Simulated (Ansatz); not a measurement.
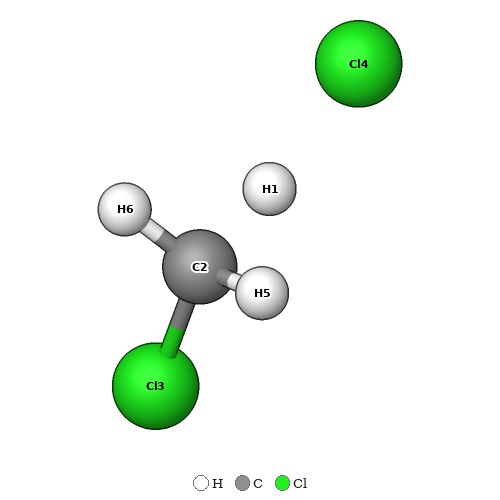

The system is the reacting system CH3Cl2 (fragments CH₃Cl + Cl where the first distance is long, ClH + CH₂Cl where the second is long), spin multiplicity 2; the picture shows the reference structure. First axis: distance H1–Cl4 (bond that forms). Second axis: distance H1–C2 (bond that breaks). Relaxed at each point: all other coordinates. The scan uses a 10 × 10 grid. At 23 points there is no value. Points are written as (first, second). All energies are given in kcal/mol relative to a guessed transition structure relaxed with its forming and breaking bonds held. Computed with Ansatz, UKS r2SCAN0-D4/def2-SVP.

Its coordinates:

```yaml
atoms:
  - { symbol: H, position_ang: [-0.5332, 0.4274, 0.4567] }
  - { symbol: C, position_ang: [0.3639, -0.2899, -0.3243] }
  - { symbol: Cl, position_ang: [0.2322, 0.2560, -1.9485] }
  - { symbol: Cl, position_ang: [-1.4118, 0.9700, 1.8733] }
  - { symbol: H, position_ang: [1.3237, -0.0454, 0.1327] }
  - { symbol: H, position_ang: [0.0252, -1.3181, -0.1899] }
```

Range: distance H1–Cl4 (bond that forms) from 1.197 to 2.997 Å; distance H1–C2 (bond that breaks) from 0.963 to 2.763 Å.

Predict the map.

Answer. The lowest grid point is at (1.312 Å, 2.517 Å), −10 kcal/mol from a guessed transition structure relaxed with its forming and breaking bonds held. Other grid points that lie below all their neighbours: (1.312 Å, 2.047 Å) (0.5 kcal/mol higher); (2.281 Å, 1.078 Å) (2.4 kcal/mol higher); (1.653 Å, 1.238 Å) (3.5 kcal/mol higher). The highest grid point, (1.197 Å, 0.963 Å), lies 82 kcal/mol above the lowest.

```tsv
second ↓, first →	1.197	1.312	1.472	1.653	1.850	2.060	2.281	2.512	2.751	2.997
2.763	–	–	–	–	–	–	–	–	–	–
2.517	–	−10	0	18	38	57	–	–	–	–
2.278	−6	−10	−1	16	36	53	64	72	–	–
2.047	−6	−10	−2	13	31	47	57	64	68	–
1.826	−4	−9	−4	10	25	38	46	51	54	–
1.616	0	−8	−5	5	16	25	30	33	35	–
1.419	7	−4	−6	−2	4	9	12	14	15	16
1.238	21	4	−5	−7	−6	−4	−3	−2	−2	–
1.078	43	19	3	−4	−7	−8	−8	−8	−8	–
0.963	72	44	22	11	5	3	2	1	1	–
```

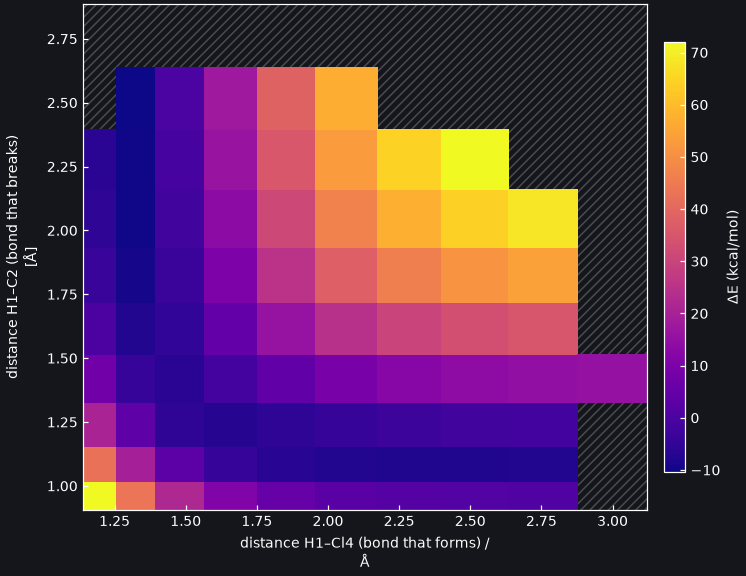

The picture shows one coloured cell a grid point, hatched blanks where no value was computed.

The whole map (77 points run) took 39 min on 1 thread of Intel(R) Xeon(R) 6975P-C (Granite Rapids), on a shared host.
